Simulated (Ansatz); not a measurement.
Thickness series in hypothetical P6_3/mmc HgI2

Consider HgI2 in the 2H-MoS2 type structure (space group P6_3/mmc, No. 194; a = 4.1662 Å, c = 14.1827 Å; a hypothetical phase, not in the database extracts checked).

Free-standing slabs (3 atom(s) a layer) normal to the stacking axis with 15 Å of vacuum; in-plane cell relaxed.

All numbers come from PBE-D3(BJ) (Ansatz, an electronic-structure program), no spin-orbit coupling, earlier PAW set.

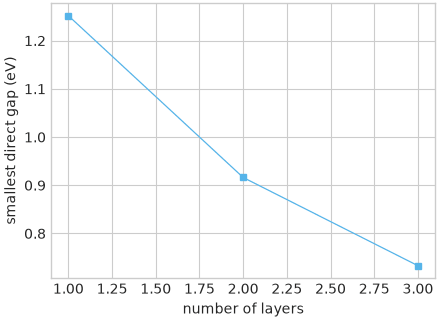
Figure. Smallest direct gap against number of layers

| number of layers | smallest direct gap |
|---|---|
| 1 | 1.25 eV |
| 2 | 0.92 eV |
| 3 | 0.73 eV |

Spin-orbit coupling, missing from the scalar runs, can matter with Hg and I. Whether these cells are dynamically stable was not tested.
